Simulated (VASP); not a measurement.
Band structure of Te2Au (sg12). These are r2SCAN meta-GGA, VASP's PBE PAW potentials (set 64) (plane waves; VASP) values and carry that method's errors.

Unless said otherwise, spin-orbit coupling is left out, though it shifts the bands of the heavy elements here.

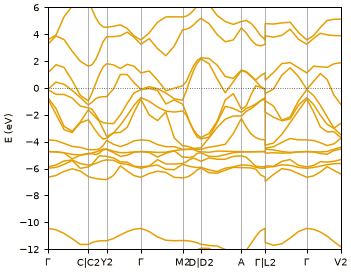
Fig. 1. Bands along high-symmetry lines, zero at the valence-band maximum or, without a gap, the Fermi level

Q: Read the plot: is there a gap, and where are the band edges?

A: It has no gap at this level: it comes out as a metal or semimetal.

The compound is Te2Au in the sg12 structure. It was relaxed first. The electron count is odd and the run is not spin-polarised, which forces a metal.
